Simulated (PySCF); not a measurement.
# CH5FGe (SMILES [CH3][GeH2][F]): r2SCAN/cc-pVDZ (density fitting)

Aim: the vertical ionisation energy of CH5FGe at r2SCAN/cc-pVDZ (density fitting), from 2 runs. Input form: a Python script.

The calculation is run with PySCF 2.14.0.

2 further runs of the same task are left out: 2 set aside as unsound or not needed.

### 1 The system as given

The species is CH5FGe (8 atoms), meant as a singlet with charge 0. As SMILES, `[CH3][GeH2][F]`. The shape is that of a PBE0-D4/def2-TZVP optimisation.

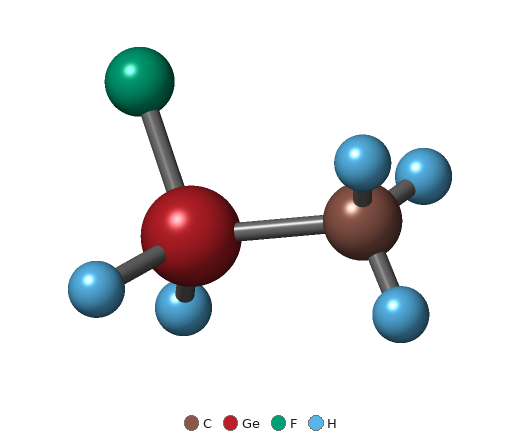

Viewed from a chosen angle; carbon brown, germanium red, fluorine teal, hydrogen blue.

### 2 The energy at r2SCAN/cc-pVDZ (density fitting)

Input file calc.py:

```python
from pyscf import gto, dft
from pyscf import df

molecule = gto.M(
    atom='''
C   -0.598200   0.789100  -0.332100
Ge   0.468300  -0.734500   0.207400
F    1.437000  -0.203900   1.562200
H   -1.229500   0.526100  -1.183100
H    0.052600   1.615500  -0.619000
H   -1.235200   1.108200   0.493200
H    1.473200  -1.188800  -0.864100
H   -0.368100  -1.911600   0.735600
''',
    verbose=4,
    charge=0,
    basis='cc-pvdz',
    max_memory=1860,
)

myscf = dft.RKS(molecule, xc='r2scan')
myscf = myscf.density_fit(auxbasis=df.aug_etb(molecule, beta=2.0))
myscf.conv_tol = 1e-10
myscf.grids.level = 4
myscf.kernel()
if not myscf.converged:
    myscf = myscf.newton().run(myscf.mo_coeff, myscf.mo_occ)

etot = myscf.e_tot
print('E(%s) = %.9f' % ('R2SCAN', etot))
```

Run with:

```sh
$ OMP_NUM_THREADS=1 python calc.py
```

Standard output:

```text
PySCF version 2.14.0

[... 96 lines left out ...]
converged SCF energy = -2217.88190909947
E(R2SCAN) = -2217.881909099
```

Wall time 23 s (1 thread of Arm Neoverse V1, shared host); peak memory 0.38 GiB.

### 3 The doublet cation at the same level

Input file input.py:

```python
from pyscf import gto, dft
from pyscf import df

molecule = gto.M(
    atom='''
C     -1.130434     1.491183    -0.627578
Ge     0.884959    -1.388004     0.391929
F      2.715536    -0.385315     2.952130
H     -2.323418     0.994185    -2.235735
H      0.099400     3.052853    -1.169740
H     -2.334190     2.094194     0.932013
H      2.783945    -2.246506    -1.632912
H     -0.695608    -3.612400     1.390083
''',
    unit='bohr',
    spin=1,
    max_memory=1860,
    basis='cc-pvdz',
    charge=1,
    verbose=3,
)

mf = dft.UKS(molecule)
mf.xc = 'r2scan'
mf = mf.density_fit(auxbasis=df.aug_etb(molecule, beta=2.0))
mf.grids.level = 4
mf.conv_tol = 1e-10
mf.kernel()
if not mf.converged:
    mf = mf.newton().run(mf.mo_coeff, mf.mo_occ)

etot = mf.e_tot
print('E = %.10f Eh' % etot)
```

Run with:

```sh
$ OMP_NUM_THREADS=1 python input.py
```

Standard output:

```text
WARN: HOMO -0.344232994981261 >= LUMO -0.344232994981262

converged SCF energy = -2217.47552475031  <S^2> = 0.75563124  2S+1 = 2.0056233
E = -2217.4755247503 Eh
```

It took 58 s on 1 thread of Arm Neoverse V1, shared host; peak memory 0.46 GiB.

### 4 Outcome

Level: r2SCAN/cc-pVDZ (density fitting).

| quantity | value |
| --- | --- |
| singlet CH5FGe: total energy | -2217.88191 Eh |
| singlet CH5FGe: dipole moment | 2.42 D |
| singlet CH5FGe: HOMO energy | -7.81 eV |
| singlet CH5FGe: LUMO energy | 0.15 eV |
| singlet CH5FGe: HOMO–LUMO gap | 7.96 eV |
| doublet cation: total energy | -2217.47552 Eh |
| doublet cation: HOMO energy (highest over α and β) | -14.54 eV |
| doublet cation: LUMO energy (lowest over α and β) | -14.21 eV |
| doublet cation: ⟨S²⟩ | 0.756 |
| vertical ionisation energy (to the doublet cation) | 11.058 eV |

What this shows: The vertical ionisation energy comes to 11.06 eV (255 kcal/mol). The negative HOMO energy of the first species, 7.81 eV, lies 3.25 eV below that difference. Mulliken charges (singlet CH5FGe) run from -0.38 on F3 to +0.59 on Ge2; they depend strongly on the basis.
